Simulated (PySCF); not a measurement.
## Electronic structure of C$_{4}$H$_{6}$BF$_{2}$ (SMILES C/C(BF)=C/[CH]F) (doublet) in real space

Input file:

```
{"job": {"kind": "epr", "basis": "pcH-1"}, "charge": 0, "multiplicity": 2}
C     -1.565356    -0.806920     0.070353
C     -0.345770     0.058097     0.015776
B     -0.504520     1.582551    -0.041271
F     -1.736842     2.083543    -0.010662
C      0.888133    -0.621153     0.005269
C      2.112469    -0.049723    -0.053801
F      3.214338    -0.810242    -0.054148
H     -1.748084    -1.250282    -0.911665
H     -1.439934    -1.628838     0.775268
H     -2.442412    -0.225893     0.340303
H      0.362086     2.371101    -0.103213
H      0.868081    -1.704913     0.051657
H      2.333422     1.003159    -0.101595
```

Run with:

```sh
OMP_NUM_THREADS=1 python probes_run.py task.json out
```

Geometry: GFN2-xTB.

Method: UKS B3LYP, pcH-1 on B C F H, non-relativistic, mean-field spin-orbit, GIAO (PySCF).

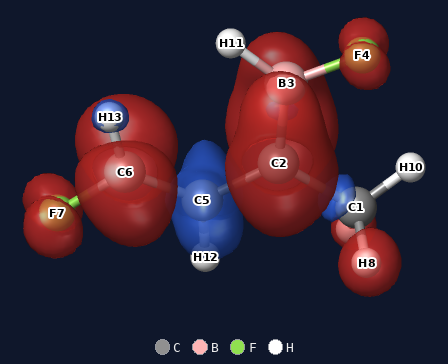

Figure 1. Isosurfaces of the spin density (α minus β) at +0.015 (red) and −0.015 e/Å³ (blue), seen at a tilt.

> Where is the unpaired spin?

The unpaired spin (1 electron) lies mostly on C2 (about 0.4), C6 (about 0.3) and B3 (about 0.1), in electrons by Hirshfeld's partition.

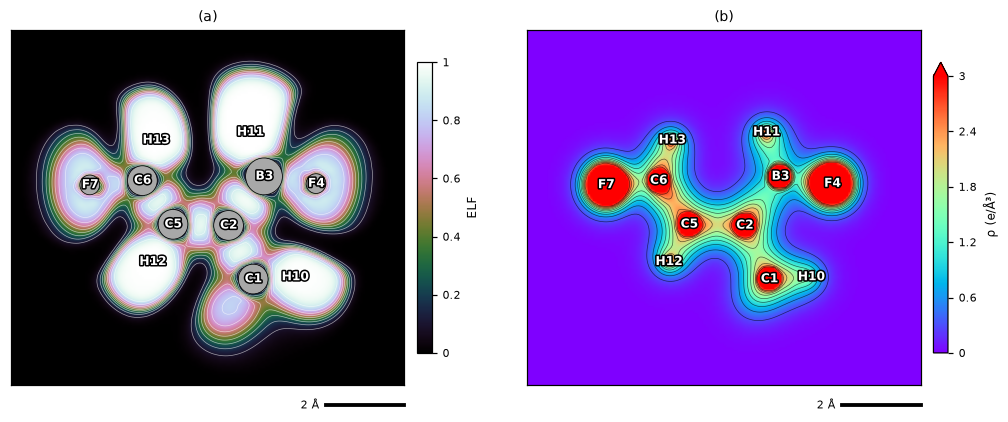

Figure 2. (a) electron localisation function; (b) total electron density on the plane of atoms B3, C2 and C5. Grey discs cover the atomic cores in the ELF map.

> Describe what can be read from this map.

The plane passes through C, B, F and H nuclei.
B–F (1.33 Å): ρ at the midpoint is about 2.2 e/Å³; the ELF peaks at about 0.85 between the atoms; a shared but strongly polarised pair.
C–F (1.34 Å): the density is about 2.3 e/Å³ at the midpoint; the ELF peaks at about 0.85 between the atoms: a shared but strongly polarised pair.
C–C (1.35 Å): ρ is about 2.3 e/Å³ halfway; the ELF peaks at about 0.95 between the atoms (localised, covalent bonding).
C–B (1.53 Å): ρ at the midpoint is about 1.5 e/Å³; the ELF peaks at about 1 between the atoms; a covalent bond.
C–H (1.08 Å): the density is about 2.1 e/Å³ at the midpoint; the ELF climbs to about 1 towards the hydrogen, as it does in any bond to H; a covalent bond by its length.
The ELF also peaks beside F7 and F4, away from the bonds: non-bonding electrons, paired or unpaired.

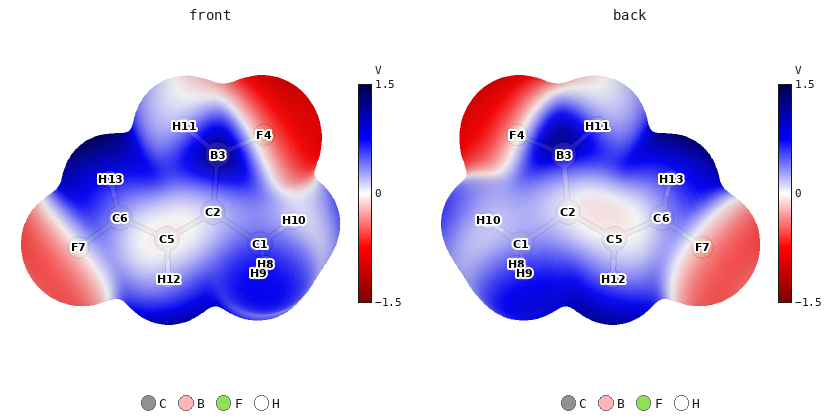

Figure 3. The molecular electrostatic potential painted on the density surface at 0.002 e/bohr³, seen from the front and from behind; the colour scale runs from red (negative) to blue (positive).

> Which sites attract a positive test charge, and which a negative one?

A positive charge is drawn to the negative regions and a negative charge to the positive ones. The most negative region (about −1.0 V) lies over F4, the most positive (about +1.4 V) over H13.
